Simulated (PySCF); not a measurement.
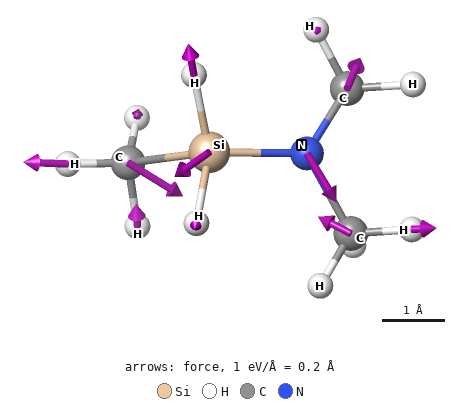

Starting geometry of C$_{3}$H$_{11}$NSi with the computed forces as purple arrows. A ball-and-stick model, seen face on.

The start comes from GFN2-xTB. Its atoms were then displaced at random by about 0.03 Å.

Method: PBE0-D3(BJ)/def2-SVP geometry optimisation, gas phase in PySCF 2.14.0, density-fitted response routines. 

### Is this structure relaxed? If not, where do the atoms go?

It isn't relaxed: the largest force vector, on a C atom, is 5.47 eV/Å. The final displacements follow the starting forces only in part (cosine between the two patterns 0.65). Over 5 geometry steps the energy falls by 25.1 kcal/mol. An H atom moves most after the best rigid fit: 0.11 Å. Largest moves by element: H 0.11 Å, Si 0.11 Å, N 0.10 Å, C 0.07 Å. Some distances before and after: H–Si 1.371 → 1.496 Å, C–H 1.215 → 1.110 Å, C–H 1.195 → 1.101 Å, C–H 1.013 → 1.102 Å. Among the angles between lasting bonds that change: H–Si–H 118.9° → 110.2°, Si–C–H 117.3° → 110.8°, H–C–H 102.0° → 108.0°.
